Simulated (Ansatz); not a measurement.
**C4H3F7: single points with varied inputs**

How do the results and run time of C4H3F7 respond when the settings are drawn wide?

The runs use Ansatz 0.2.0, Gaussian basis; the settings change from run to run.

## 1. The molecule

An earlier PBE0-D4 in a triple-zeta def2 set relaxation fixed the geometry.

SMILES `FC(F)C(F)C(F)(F)C(F)F`, 14 atoms, charge 0, spin multiplicity 1.

Atoms are counted from 1 here; the program's logs count them from 0.

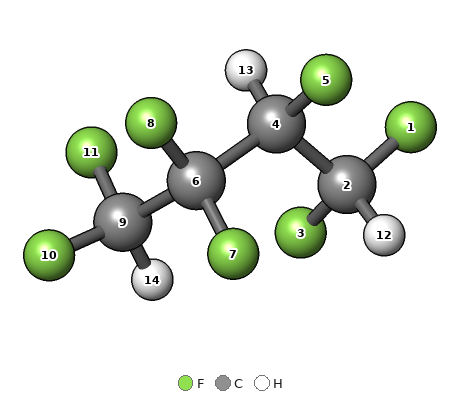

The structure; fluorine green, carbon grey, hydrogen white; atoms are numbered from 1 in the order of the file.

## 2. revPBE0/aug-cc-pVDZ

File in.yaml:

```yaml
crystal:
  periodic: [false, false, false]
  atoms:
    - {symbol: F, position_ang: [-0.654871, 1.001105, -2.591982]}
    - {symbol: C, position_ang: [0.130302, 0.670942, -1.550962]}
    - {symbol: F, position_ang: [0.651088, -0.558200, -1.796024]}
    - {symbol: C, position_ang: [-0.721354, 0.619932, -0.292508]}
    - {symbol: F, position_ang: [-1.180898, 1.887496, -0.072862]}
    - {symbol: C, position_ang: [0.042545, 0.176344, 0.957338]}
    - {symbol: F, position_ang: [1.178605, 0.905179, 1.080147]}
    - {symbol: F, position_ang: [-0.730327, 0.432079, 2.025203]}
    - {symbol: C, position_ang: [0.441848, -1.308003, 0.988698]}
    - {symbol: F, position_ang: [0.889061, -1.603711, 2.218671]}
    - {symbol: F, position_ang: [-0.651230, -2.059083, 0.736122]}
    - {symbol: H, position_ang: [0.945453, 1.395729, -1.476277]}
    - {symbol: H, position_ang: [-1.570799, -0.049899, -0.453744]}
    - {symbol: H, position_ang: [1.217578, -1.539210, 0.256980]}
basis:
  gaussian: {orbitals: aug-cc-pVDZ}
hamiltonian: {xc: {name: revPBE0}}
```

Started as:

```
$ ansatz run in.yaml --threads 4 --pin off --events-out ev --progress --plain --max-ram 66560MiB --backend cuda --devices 0, --max-vram 37GiB
```

The program printed:

```text
Functional definition: revPBE0
  name "revPBE0"
  cite "Zhang & Yang, Phys. Rev. Lett. 80, 890 (1998) doi:10.1103/PhysRevLett.80.890"
  cite "Adamo & Barone, J. Chem. Phys. 110, 6158 (1999) doi:10.1063/1.478522"
  cite "Perdew, Burke & Ernzerhof, Phys. Rev. Lett. 77, 3865 (1996) doi:10.1103/PhysRevLett.77.3865"
  parameter a = 0.25
  parameter kappa = 1.245
  parameter beta = 0.06672455060314922
  exchange = (1 - a)*pbe_x(kappa = kappa, mu = beta*pi^2/3) + a*exact_x
  correlation = pbe_c(beta = beta)
2400 factors; their error is unknown
mean field evaluation 1: about -23203.2118 eV, gradient 4.4e1 eV
mean field evaluation 2: about -23203.4723 eV, gradient 4.4e1 eV
mean field evaluation 4: about -23206.3382 eV, gradient 2.0e0 eV
mean field evaluation 8: about -23206.3427 eV, gradient 4.0e-2 eV
mean field evaluation 16: about -23206.4335 eV, gradient 1.9e-4 eV
mean field -23206.43352344 eV, -852.8207021009 hartree, gradient 6.4e-5 eV, S^2 0.000000; 0 other end points of the search recorded, 0 dependent functions left out
reference -23206.43358702 eV, -852.8207044372 hartree; 45, 45 occupied and 235, 235 virtual orbitals, 2400 factors
Total energy: -23206.43358702 eV, -852.8207044372 hartree
```

Wall time 6 s (1 × H100 (card shared with other runs) with 4 threads of AMD EPYC 7R13, shared host); peak host memory 0.86 GiB.

## 3. CAM-B3LYP/STO-3G

This run has the search for lower states set to off.

Edit in.yaml of step 2 so:

```diff
@@ -18,3 +18,5 @@
 basis:
-  gaussian: {orbitals: aug-cc-pVDZ}
-hamiltonian: {xc: {name: revPBE0}}
+  gaussian: {orbitals: STO-3G}
+hamiltonian: {xc: {name: CAM-B3LYP}}
+scf: {lower_state_search: off}
+output: {forces: true}
```

Started as:

```
$ ansatz run in.yaml --threads 4 --pin off --events-out ev --progress --plain --max-ram 66560MiB --backend cpu
```

The program printed, shortened:

```text
Functional definition: CAM-B3LYP
  name "CAM-B3LYP"
  cite "Yanai, Tew & Handy, Chem. Phys. Lett. 393, 51 (2004) doi:10.1016/j.cplett.2004.06.011"
  cite "Iikura, Tsuneda, Yanai & Hirao, J. Chem. Phys. 115, 3540 (2001) doi:10.1063/1.1383587"
  cite "Becke, Phys. Rev. A 38, 3098 (1988) doi:10.1103/PhysRevA.38.3098"
  cite "Lee, Yang & Parr, Phys. Rev. B 37, 785 (1988) doi:10.1103/PhysRevB.37.785"
  cite "Vosko, Wilk & Nusair, Can. J. Phys. 58, 1200 (1980) doi:10.1139/p80-159"
[...]
  # Exact exchange under (alpha + beta erf(omega r))/r, Becke's under what is left of 1/r.
[...]
868 factors; integrals over basis functions are off by at most 3.6e-5 eV
269 factors; integrals over basis functions are off by at most 9.4e-7 eV
[...]
mean field -22876.12036927 eV, -840.6819175794 hartree, gradient 5.9e-6 eV, S^2 0.000000; 0 other end points of the search recorded, 0 dependent functions left out
[...]
Atom 6 at     1.178605     0.905179     1.080147 Å, force     2.465203     1.679479     0.140091 eV/Å
Atom 7 at    -0.730327     0.432079     2.025203 Å, force    -2.088781     0.549869     2.739082 eV/Å
Atom 8 at     0.441848    -1.308003     0.988698 Å, force     0.336288    -0.804904    -1.165475 eV/Å
Atom 9 at     0.889061    -1.603711     2.218671 Å, force     1.233225    -0.625534     3.139136 eV/Å
Atom 10 at    -0.651230    -2.059083     0.736122 Å, force    -2.478294    -1.771041    -0.713832 eV/Å
Atom 11 at     0.945453     1.395729    -1.476277 Å, force     1.028682     1.119381     0.572146 eV/Å
Atom 12 at    -1.570799    -0.049899    -0.453744 Å, force    -0.499014    -0.843147    -0.210341 eV/Å
Atom 13 at     1.217578    -1.539210     0.256980 Å, force     1.142613     0.040440    -1.292897 eV/Å
Dipole moment:     0.104095    -0.030517    -0.133537 e Å
Checks for a lower state left out: stability, starts, cluster_reference, orbital_swaps, neighbouring_geometries, increment
```

It took 1.3 s on 4 threads of AMD EPYC 7R13, shared host.

Largest force 3.488 eV/Å, dipole 0.83 D.

## 4. B2GP-PLYP/cc-pVDZ

This run has relativity set to scalar.

Edit in.yaml of step 3 so:

```diff
@@ -18,5 +18,4 @@
 basis:
-  gaussian: {orbitals: STO-3G}
-hamiltonian: {xc: {name: CAM-B3LYP}}
-scf: {lower_state_search: off}
+  gaussian: {orbitals: cc-pVDZ}
+hamiltonian: {xc: {name: B2GP-PLYP}, pseudopotentials: {relativity: scalar}}
 output: {forces: true}
```

The command is unchanged.

The program printed, shortened:

```text
Functional definition: B2GP-PLYP
  name "B2GP-PLYP"
  cite "Karton, Tarnopolsky, Lamère, Schatz & Martin, J. Phys. Chem. A 112, 12868 (2008) doi:10.1021/jp801805p"
  cite "Becke, Phys. Rev. A 38, 3098 (1988) doi:10.1103/PhysRevA.38.3098"
  cite "Lee, Yang & Parr, Phys. Rev. B 37, 785 (1988) doi:10.1103/PhysRevB.37.785"
[...]
1552 factors; integrals over basis functions are off by at most 9.7e-4 eV
[...]
mean field -23188.99554943 eV, -852.1798683757 hartree, gradient 5.3e-6 eV, S^2 0.000000; 0 other end points of the search recorded, 0 dependent functions left out
11 core orbitals not correlated: weight in the atoms' cores, before any rotation towards them, 1.000 or more for the frozen orbitals, at most 0.000 for the correlated occupied ones
reference -23188.99563895 eV, -852.1798716658 hartree; 34, 34 occupied and 124, 124 virtual orbitals, 1552 factors
[...]
Atom 4 at    -1.180898     1.887496    -0.072862 Å, force    -0.106010     0.380543     0.072446 eV/Å
Atom 5 at     0.042545     0.176344     0.957338 Å, force    -0.089325    -0.400268    -0.352275 eV/Å
Atom 6 at     1.178605     0.905179     1.080147 Å, force     0.332052     0.211482    -0.020381 eV/Å
Atom 7 at    -0.730327     0.432079     2.025203 Å, force    -0.232128     0.065835     0.307504 eV/Å
Atom 8 at     0.441848    -1.308003     0.988698 Å, force     0.110939     0.333725    -0.202310 eV/Å
Atom 9 at     0.889061    -1.603711     2.218671 Å, force     0.100917    -0.030474     0.336323 eV/Å
Atom 10 at    -0.651230    -2.059083     0.736122 Å, force    -0.326590    -0.148977    -0.089621 eV/Å
Atom 11 at     0.945453     1.395729    -1.476277 Å, force     0.094068     0.093357     0.061960 eV/Å
Atom 12 at    -1.570799    -0.049899    -0.453744 Å, force    -0.092338    -0.130012    -0.041045 eV/Å
Atom 13 at     1.217578    -1.539210     0.256980 Å, force     0.083959     0.004272    -0.094608 eV/Å
Dipole moment:     0.193094    -0.055379    -0.254454 e Å
```

It took 13 s on 4 threads of AMD EPYC 7R13, shared host; peak memory 0.67 GiB.

Largest force 0.541 eV/Å, dipole 1.56 D.

## 5. SVWN5/pcseg-2

Options: multiplicity 3.

Edit in.yaml of step 4 so:

```diff
@@ -18,4 +18,5 @@
 basis:
-  gaussian: {orbitals: cc-pVDZ}
-hamiltonian: {xc: {name: B2GP-PLYP}, pseudopotentials: {relativity: scalar}}
+  gaussian: {orbitals: pcseg-2}
+magnetization: {spin_polarized: true, initial_magnetization: 2}
+hamiltonian: {xc: {name: SVWN5}}
 output: {forces: true}
```

Started as:

```
$ ansatz run in.yaml --threads 4 --pin off --events-out ev --progress --plain --max-ram 66560MiB --backend cuda --devices 0, --max-vram 37GiB
```

The program printed, shortened:

```text
Functional definition: SVWN5
  name "SVWN5"
  cite "Dirac, Proc. Camb. Phil. Soc. 26, 376 (1930) doi:10.1017/S0305004100016108"
  cite "Slater, Phys. Rev. 81, 385 (1951) doi:10.1103/PhysRev.81.385"
  cite "Vosko, Wilk & Nusair, Can. J. Phys. 58, 1200 (1980) doi:10.1139/p80-159"
[...]
1881 factors; their error is unknown
[...]
mean field -23059.83920037 eV, -847.4334600931 hartree, gradient 1.5e-5 eV, S^2 2.000630; 8 other end points of the search recorded, 0 dependent functions left out
[...]
reference -23059.83924230 eV, -847.4334616341 hartree; 46, 44 occupied and 326, 328 virtual orbitals, 1881 factors
Total energy: -23059.83924230 eV, -847.4334616341 hartree
Atom 0 at    -0.654871     1.001105    -2.591982 Å, force    -0.077715    -0.310074     0.005186 eV/Å
Atom 1 at     0.130302     0.670942    -1.550962 Å, force     0.038589     0.971548     0.402811 eV/Å
[...]
Atom 4 at    -1.180898     1.887496    -0.072862 Å, force    -1.627634     3.607997     0.238071 eV/Å
Atom 5 at     0.042545     0.176344     0.957338 Å, force     1.017632     1.239645    -1.540711 eV/Å
Atom 6 at     1.178605     0.905179     1.080147 Å, force     0.180719    -0.348985    -0.316150 eV/Å
Atom 7 at    -0.730327     0.432079     2.025203 Å, force    -0.957290    -0.125982     1.319591 eV/Å
Atom 8 at     0.441848    -1.308003     0.988698 Å, force    -0.892318    -0.248289    -0.775118 eV/Å
Atom 9 at     0.889061    -1.603711     2.218671 Å, force     0.247270    -0.699351     1.154612 eV/Å
Atom 10 at    -0.651230    -2.059083     0.736122 Å, force     0.175134     0.063151     0.313761 eV/Å
Atom 11 at     0.945453     1.395729    -1.476277 Å, force     0.534920     0.287206     0.153131 eV/Å
Atom 12 at    -1.570799    -0.049899    -0.453744 Å, force    -0.424912    -0.197634     0.119187 eV/Å
Atom 13 at     1.217578    -1.539210     0.256980 Å, force     0.463502     0.216692    -0.345794 eV/Å
Dipole moment:     0.289239    -0.142144    -0.236841 e Å
```

It took 17 s on 1 × H100 (card shared with other runs) with 4 threads of AMD EPYC 7R13, shared host; peak host memory 1.1 GiB.

Largest force 3.965 eV/Å, dipole 1.92 D, ⟨S²⟩ 2.001.

## 6. PBE0-DH/pcseg-2

Edit in.yaml of step 5 so:

```diff
@@ -19,4 +19,3 @@
   gaussian: {orbitals: pcseg-2}
-magnetization: {spin_polarized: true, initial_magnetization: 2}
-hamiltonian: {xc: {name: SVWN5}}
+hamiltonian: {xc: {name: PBE0-DH}}
 output: {forces: true}
```

The command is unchanged.

The program printed, shortened:

```text
Functional definition: PBE0-DH
  name "PBE0-DH"
  cite "Brémond & Adamo, J. Chem. Phys. 135, 024106 (2011) doi:10.1063/1.3604569"
  cite "Perdew, Burke & Ernzerhof, Phys. Rev. Lett. 77, 3865 (1996) doi:10.1103/PhysRevLett.77.3865"
[...]
2271 factors; integrals over basis functions are off by at most 8.4e-4 eV
[...]
mean field -23191.24850119 eV, -852.2626628260 hartree, gradient 5.8e-6 eV, S^2 0.000000; 0 other end points of the search recorded, 0 dependent functions left out
11 core orbitals not correlated: weight in the atoms' cores, before any rotation towards them, 1.000 or more for the frozen orbitals, at most 0.000 for the correlated occupied ones
reference -23191.24852022 eV, -852.2626635253 hartree; 34, 34 occupied and 327, 327 virtual orbitals, 2271 factors
second order -75.66915211 eV of doubles, -0.00000000 eV of singles
[...]
Atom 4 at    -1.180898     1.887496    -0.072862 Å, force     0.124154    -0.308891    -0.051540 eV/Å
Atom 5 at     0.042545     0.176344     0.957338 Å, force     0.050146     0.131885     0.192747 eV/Å
Atom 6 at     1.178605     0.905179     1.080147 Å, force    -0.320333    -0.207838    -0.029378 eV/Å
Atom 7 at    -0.730327     0.432079     2.025203 Å, force     0.227822    -0.066198    -0.308843 eV/Å
Atom 8 at     0.441848    -1.308003     0.988698 Å, force    -0.032104    -0.147347     0.091690 eV/Å
Atom 9 at     0.889061    -1.603711     2.218671 Å, force    -0.140727     0.083328    -0.341752 eV/Å
Atom 10 at    -0.651230    -2.059083     0.736122 Å, force     0.294227     0.213723     0.087596 eV/Å
Atom 11 at     0.945453     1.395729    -1.476277 Å, force    -0.169064    -0.150261    -0.022319 eV/Å
Atom 12 at    -1.570799    -0.049899    -0.453744 Å, force     0.150523     0.119650     0.035171 eV/Å
Atom 13 at     1.217578    -1.539210     0.256980 Å, force    -0.159886     0.045523     0.154089 eV/Å
Dipole moment:     0.211785    -0.068745    -0.276655 e Å
```

Run time: 8 s. Hardware: 1 × H100 (card shared with other runs) with 4 threads of AMD EPYC 7R13, shared host; peak host memory 2.3 GiB.

Largest force 0.389 eV/Å, dipole 1.71 D.

## 7. HF/aug-cc-pVDZ

Options: unrestricted orbitals, density fitting with cc-pVTZ-jkfit, a grid of angular degree 11.

Edit in.yaml of step 6 so:

```diff
@@ -18,4 +18,4 @@
 basis:
-  gaussian: {orbitals: pcseg-2}
-hamiltonian: {xc: {name: PBE0-DH}}
-output: {forces: true}
+  gaussian: {orbitals: aug-cc-pVDZ, fitting: {mean_field: cc-pVTZ-jkfit}, final_grid: {core_spheres: 5, valence_spheres: 4, degree: 11}}
+magnetization: {spin_polarized: true, initial_magnetization: 0}
+hamiltonian: {xc: {name: HF}}
```

Launched as before.

The program printed:

```text
Functional definition: HF
  name "HF"
  cite "Fock, Z. Phys. 61, 126 (1930) doi:10.1007/BF01340294"
  parent pbe
  exchange = exact_x
  correlation = 0
959 factors; integrals over basis functions are off by at most 2.2e-1 eV
mean field evaluation 1: about -23107.3822 eV, gradient 3.7e1 eV
mean field evaluation 2: about -23111.5461 eV, gradient 2.2e1 eV
mean field evaluation 4: about -23113.0535 eV, gradient 7.2e-1 eV
mean field -23113.05713504 eV, -849.3891831198 hartree, gradient 1.2e-5 eV, S^2 0.000000; 0 other end points of the search recorded, 0 dependent functions left out
reference -23113.05713504 eV, -849.3891831198 hartree; 45, 45 occupied and 235, 235 virtual orbitals, 959 factors
Total energy: -23113.05713504 eV, -849.3891831198 hartree
```

Run time: 2.4 s. Hardware: 1 × H100 (card shared with other runs) with 4 threads of AMD EPYC 7R13, shared host; peak host memory 0.8 GiB.

⟨S²⟩ 0.000.

## 8. revPBE0/STO-3G

Options: D3(BJ) dispersion, relativity set to none, high accuracy.

Edit in.yaml of step 7 so:

```diff
@@ -18,4 +18,4 @@
 basis:
-  gaussian: {orbitals: aug-cc-pVDZ, fitting: {mean_field: cc-pVTZ-jkfit}, final_grid: {core_spheres: 5, valence_spheres: 4, degree: 11}}
-magnetization: {spin_polarized: true, initial_magnetization: 0}
-hamiltonian: {xc: {name: HF}}
+  gaussian: {orbitals: STO-3G}
+hamiltonian: {xc: {name: revPBE0}, dispersion: d3bj, pseudopotentials: {relativity: none}}
+accuracy: high
```

Started as:

```
$ ansatz run in.yaml --threads 4 --pin off --events-out ev --progress --plain --max-ram 66560MiB --backend cpu
```

The program printed, shortened:

```text
Functional definition: revPBE0
  name "revPBE0"
  cite "Zhang & Yang, Phys. Rev. Lett. 80, 890 (1998) doi:10.1103/PhysRevLett.80.890"
  cite "Adamo & Barone, J. Chem. Phys. 110, 6158 (1999) doi:10.1063/1.478522"
  cite "Perdew, Burke & Ernzerhof, Phys. Rev. Lett. 77, 3865 (1996) doi:10.1103/PhysRevLett.77.3865"
[...]
1410 factors; integrals over basis functions are off by at most 5.9e-8 eV
[...]
mean field -22879.44110529 eV, -840.8039523772 hartree, gradient 4.1e-8 eV, S^2 0.000000; 0 other end points of the search recorded, 0 dependent functions left out
reference -22879.44110699 eV, -840.8039524396 hartree; 45, 45 occupied and 13, 13 virtual orbitals, 1410 factors
Total energy: -22880.09793551 eV, -840.8280904424 hartree
```

Wall time 2.3 s (4 threads of AMD EPYC 7R13, shared host); peak memory 0.3 GiB.

## 9. BLYP/cc-pVTZ-DK

This run has a grid of angular degree 23.

Edit in.yaml of step 8 so:

```diff
@@ -18,4 +18,4 @@
 basis:
-  gaussian: {orbitals: STO-3G}
-hamiltonian: {xc: {name: revPBE0}, dispersion: d3bj, pseudopotentials: {relativity: none}}
-accuracy: high
+  gaussian: {orbitals: cc-pVTZ-DK, final_grid: {core_spheres: 8, valence_spheres: 7, degree: 23}}
+hamiltonian: {xc: {name: BLYP}}
+output: {forces: true}
```

Started as:

```
$ ansatz run in.yaml --threads 4 --pin off --events-out ev --progress --plain --max-ram 66560MiB --backend cuda --devices 0, --max-vram 37GiB
```

The program printed, shortened:

```text
Functional definition: BLYP
  name "BLYP"
  cite "Becke, Phys. Rev. A 38, 3098 (1988) doi:10.1103/PhysRevA.38.3098"
  cite "Lee, Yang & Parr, Phys. Rev. B 37, 785 (1988) doi:10.1103/PhysRevB.37.785"
[...]
1862 factors; their error is unknown
[...]
mean field -23238.73929133 eV, -854.0079171731 hartree, gradient 3.0e-5 eV, S^2 0.000000; 0 other end points of the search recorded, 0 dependent functions left out
[...]
reference -23238.73962122 eV, -854.0079292964 hartree; 45, 45 occupied and 327, 327 virtual orbitals, 1862 factors
Total energy: -23238.73962122 eV, -854.0079292964 hartree
Relativity: scalar
Atom 0 at    -0.654871     1.001105    -2.591982 Å, force    -0.684349     0.351004    -0.966841 eV/Å
Atom 1 at     0.130302     0.670942    -1.550962 Å, force     0.299748     0.592503     0.555029 eV/Å
[...]
Atom 4 at    -1.180898     1.887496    -0.072862 Å, force    -0.454091     1.096520     0.177154 eV/Å
Atom 5 at     0.042545     0.176344     0.957338 Å, force    -0.167361    -0.499437    -0.616709 eV/Å
Atom 6 at     1.178605     0.905179     1.080147 Å, force     1.088274     0.700691     0.119832 eV/Å
Atom 7 at    -0.730327     0.432079     2.025203 Å, force    -0.751005     0.235174     1.034102 eV/Å
Atom 8 at     0.441848    -1.308003     0.988698 Å, force     0.536029     0.369726    -0.642517 eV/Å
Atom 9 at     0.889061    -1.603711     2.218671 Å, force     0.472481    -0.299281     1.124959 eV/Å
Atom 10 at    -0.651230    -2.059083     0.736122 Å, force    -0.996142    -0.744826    -0.267333 eV/Å
Atom 11 at     0.945453     1.395729    -1.476277 Å, force     0.118888     0.119732     0.033173 eV/Å
Atom 12 at    -1.570799    -0.049899    -0.453744 Å, force    -0.107963    -0.104034    -0.039176 eV/Å
Atom 13 at     1.217578    -1.539210     0.256980 Å, force     0.130836    -0.046419    -0.100438 eV/Å
Dipole moment:     0.176210    -0.054175    -0.237606 e Å
```

It took 6.5 s on 1 × H100 (card shared with other runs) with 4 threads of AMD EPYC 7R13, shared host; peak host memory 0.88 GiB.

Largest force 1.300 eV/Å, dipole 1.44 D.

## 10. revPBE0/def2-TZVP

Options: charge +1, multiplicity 2.

Edit in.yaml of step 9 so:

```diff
@@ -18,4 +18,6 @@
 basis:
-  gaussian: {orbitals: cc-pVTZ-DK, final_grid: {core_spheres: 8, valence_spheres: 7, degree: 23}}
-hamiltonian: {xc: {name: BLYP}}
+  gaussian: {orbitals: def2-TZVP}
+total_charge: 1
+magnetization: {spin_polarized: true, initial_magnetization: 1}
+hamiltonian: {xc: {name: revPBE0}}
 output: {forces: true}
```

The command is unchanged.

The program printed, shortened:

```text
Functional definition: revPBE0
  name "revPBE0"
  cite "Zhang & Yang, Phys. Rev. Lett. 80, 890 (1998) doi:10.1103/PhysRevLett.80.890"
  cite "Adamo & Barone, J. Chem. Phys. 110, 6158 (1999) doi:10.1063/1.478522"
  cite "Perdew, Burke & Ernzerhof, Phys. Rev. Lett. 77, 3865 (1996) doi:10.1103/PhysRevLett.77.3865"
[...]
1944 factors; their error is unknown
[...]
mean field -23201.19487743 eV, -852.6281854110 hartree, gradient 1.3e-5 eV, S^2 0.752822; 2 other end points of the search recorded, 0 dependent functions left out
[...]
reference -23201.19490691 eV, -852.6281864941 hartree; 45, 44 occupied and 314, 315 virtual orbitals, 1944 factors
Total energy: -23201.19490691 eV, -852.6281864941 hartree
Atom 0 at    -0.654871     1.001105    -2.591982 Å, force     0.211116    -0.202835     1.047508 eV/Å
[...]
Atom 4 at    -1.180898     1.887496    -0.072862 Å, force     0.488398    -1.146390     0.019983 eV/Å
Atom 5 at     0.042545     0.176344     0.957338 Å, force     1.235188     3.155391     2.842894 eV/Å
Atom 6 at     1.178605     0.905179     1.080147 Å, force    -0.888928    -0.766792    -0.206166 eV/Å
Atom 7 at    -0.730327     0.432079     2.025203 Å, force     0.490783    -0.332435    -1.111014 eV/Å
Atom 8 at     0.441848    -1.308003     0.988698 Å, force    -0.357668    -3.773889     1.020246 eV/Å
Atom 9 at     0.889061    -1.603711     2.218671 Å, force    -0.312922     0.615509    -0.991492 eV/Å
Atom 10 at    -0.651230    -2.059083     0.736122 Å, force     0.706191     0.711489     0.070344 eV/Å
Atom 11 at     0.945453     1.395729    -1.476277 Å, force     0.116713     0.259226     0.185426 eV/Å
Atom 12 at    -1.570799    -0.049899    -0.453744 Å, force    -0.120420    -0.011055     0.059624 eV/Å
Atom 13 at     1.217578    -1.539210     0.256980 Å, force     0.266638     0.294415    -0.282953 eV/Å
Dipole moment:     0.211231    -0.037527    -0.220869 e Å
```

Wall time 7.5 s (1 × H100 (card shared with other runs) with 4 threads of AMD EPYC 7R13, shared host); peak host memory 1 GiB.

Largest force 4.423 eV/Å, ⟨S²⟩ 0.753.

## 11. The runs in one table

```tsv
level	charge	multiplicity	geometry	functions	energy (eV)	time
revPBE0/aug-cc-pVDZ	0	1	relaxed	280	-23206.434	6 s
CAM-B3LYP/STO-3G	0	1	relaxed	58	-22876.120	1.3 s
B2GP-PLYP/cc-pVDZ	0	1	relaxed	169	-23209.307	13 s
SVWN5/pcseg-2	0	3	relaxed	372	-23059.839	17 s
PBE0-DH/pcseg-2	0	1	relaxed	372	-23200.707	8 s
HF/aug-cc-pVDZ	0	1	relaxed	280	-23113.057	2.4 s
revPBE0/STO-3G	0	1	relaxed	58	-22880.098	2.3 s
BLYP/cc-pVTZ-DK	0	1	relaxed	372	-23238.740	6.5 s
revPBE0/def2-TZVP	1	2	relaxed	359	-23201.195	7.5 s
```

## 12. Outcome

| quantity | value |
| --- | --- |
| runs | 9 |
| quickest | CAM-B3LYP/STO-3G, 1.3 s |
| slowest | SVWN5/pcseg-2, 17 s |
| spread of total energies, same state and geometry | 362.6 eV |
| dipole, same state and geometry | 0.83 to 1.71 D |

What this shows: SVWN5/pcseg-2 took 14 times as long as CAM-B3LYP/STO-3G. The jobs differ in tasks and options as well as level. The totals spread over 363 eV; they can't be compared across methods or bases. At the PBE0-D4/def2-TZVP geometry and in the same state, runs without warnings or point charges leave forces up to 3.49 eV/Å (CAM-B3LYP/STO-3G). At that geometry and state the dipole changes by 106 % between the lowest and highest value.
